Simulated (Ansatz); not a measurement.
**GeNH4O (SMILES [NH][GeH2][OH]) at UPBE/def2-SVPD**

Aim: the vertical ionisation energy of GeNH4O at UPBE/def2-SVPD, from 2 runs. 

Program for the calculation: Ansatz 0.2.0.

66 further runs of the same task are left out: 66 set aside as unsound or not needed.

**1. Starting point**

GeNH4O: 7 atoms, total charge 0, spin state doublet. SMILES: `[NH][GeH2][OH]`. Geometry: relaxed at PBE0-D4/def2-TZVP. This is one conformer, not always the lowest.

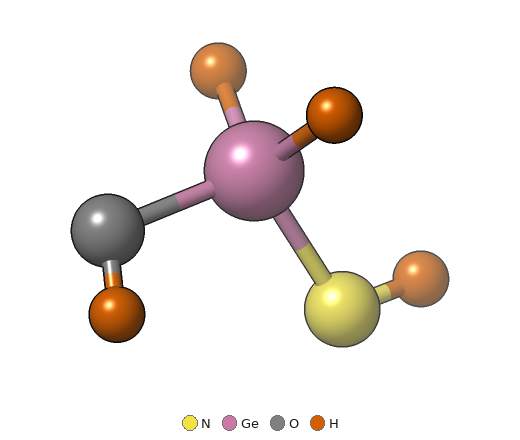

Viewed from a chosen angle; nitrogen yellow, germanium pink, oxygen grey, hydrogen orange.

**2. A single-point energy at UPBE/def2-SVPD**

Contents of run.yaml:

```yaml
crystal:
  periodic: [false, false, false]
  atoms:
    - {symbol: "N", position_ang: [-1.180000, -0.629600, -0.704300]}
    - {symbol: Ge, position_ang: [0.091800, 0.357900, 0.227300]}
    - {symbol: O, position_ang: [1.488100, -0.708500, 0.454200]}
    - {symbol: H, position_ang: [-2.073700, -0.127300, -0.724700]}
    - {symbol: H, position_ang: [0.468500, 1.575300, -0.644200]}
    - {symbol: H, position_ang: [-0.348300, 0.758200, 1.642900]}
    - {symbol: H, position_ang: [1.614800, -1.294000, -0.296700]}
basis:
  gaussian: {orbitals: def2-SVPD}
magnetization: {spin_polarized: true, initial_magnetization: 1}
hamiltonian: {xc: pbe}
accuracy: high
output: {orbitals: {seedname: orbitals}}
```

Command:

```bash
$ ansatz run run.yaml --threads 1 --pin off --max-ram 3480MiB --events-out events.jsonl --progress --plain --runs-dir runs
```

Output:

```text
Warning: RAYON_NUM_THREADS=1 ignored (pool sized by the plan → 1); use --threads N
Functional definition: PBE
  name "PBE"
  parameter kappa = 0.804
  parameter beta = 0.06672455060314922
  exchange = pbe_x(kappa = kappa, mu = beta*pi^2/3)
  correlation = pbe_c(beta = beta)
2285 factors; integrals over basis functions are off by at most 4.7e-9 eV
mean field evaluation 1: about -60085.3713 eV, gradient 5.5e1 eV
mean field evaluation 2: about -59996.7498 eV, gradient 1.4e2 eV
mean field evaluation 4: about -60096.1654 eV, gradient 1.4e1 eV
mean field evaluation 8: about -60096.9255 eV, gradient 3.9e-1 eV
mean field evaluation 16: about -60096.9261 eV, gradient 1.3e-4 eV
mean field evaluation 32: about -60096.7233 eV, gradient 6.0e0 eV
mean field -60096.92613512 eV, -2208.5213003062 hartree, gradient 5.3e-8 eV, S^2 0.753338; 1 other end points of the search recorded, 0 dependent functions left out
reference -60096.92613921 eV, -2208.5213004562 hartree; 26, 25 occupied and 87, 88 virtual orbitals, 2285 factors
Total energy: -60096.92613921 eV, -2208.5213004562 hartree
```

Wall time 16 s (1 thread of Arm Neoverse V1, shared host); peak memory 0.37 GiB.

**3. The singlet cation, same level**

Changes to run.yaml since step 2:

```diff
@@ -11,6 +11,8 @@
 basis:
-  gaussian: {orbitals: def2-SVPD}
-magnetization: {spin_polarized: true, initial_magnetization: 1}
-hamiltonian: {xc: pbe}
+  gaussian:
+    orbitals: def2-SVPD
 accuracy: high
+total_charge: 1
 output: {orbitals: {seedname: orbitals}}
+hamiltonian:
+  xc: pbe
```

Command:

```bash
$ ansatz run run.yaml --threads 1 --pin off --max-ram 3480MiB --events-out events.jsonl --progress --plain --runs-dir runs
```

Output:

```text
Warning: RAYON_NUM_THREADS=1 ignored (pool sized by the plan → 1); use --threads N
Functional definition: PBE
  name "PBE"
  parameter kappa = 0.804
  parameter beta = 0.06672455060314922
  exchange = pbe_x(kappa = kappa, mu = beta*pi^2/3)
  correlation = pbe_c(beta = beta)
2284 factors; integrals over basis functions are off by at most 4.7e-9 eV
mean field evaluation 1: about -60047.1698 eV, gradient 1.3e2 eV
mean field evaluation 2: about -59718.1195 eV, gradient 2.9e2 eV
mean field evaluation 4: about -60018.4980 eV, gradient 1.5e2 eV
mean field evaluation 8: about -60081.9518 eV, gradient 4.1e1 eV
mean field evaluation 16: about -60086.3999 eV, gradient 8.0e-3 eV
mean field evaluation 32: about -60085.9366 eV, gradient 1.5e0 eV
mean field -60086.39989215 eV, -2208.1344680120 hartree, gradient 2.2e-8 eV, S^2 0.000000; 3 other end points of the search recorded, 0 dependent functions left out
reference -60086.39989654 eV, -2208.1344681733 hartree; 25, 25 occupied and 88, 88 virtual orbitals, 2284 factors
Total energy: -60086.39989654 eV, -2208.1344681733 hartree
```

Run time: 12 s. Hardware: 1 thread of Arm Neoverse V1, shared host; peak memory 0.32 GiB.

**4. Results**

Level: UPBE/def2-SVPD.

```
                                          quantity           value
                      doublet GeNH4O: total energy  -2208.52130 Eh
doublet GeNH4O: HOMO energy (highest over α and β)        -6.72 eV
 doublet GeNH4O: LUMO energy (lowest over α and β)        -4.87 eV
                              doublet GeNH4O: ⟨S²⟩           0.753
                      singlet cation: total energy  -2208.13447 Eh
                       singlet cation: HOMO energy       -13.78 eV
                       singlet cation: LUMO energy       -13.53 eV
                     singlet cation: HOMO–LUMO gap         0.25 eV
vertical ionisation energy (to the singlet cation)       10.526 eV
```

What this shows: The vertical ionisation energy comes to 10.53 eV (1016 kJ/mol). Only the singlet of the ionised species was computed; a triplet could lie lower.
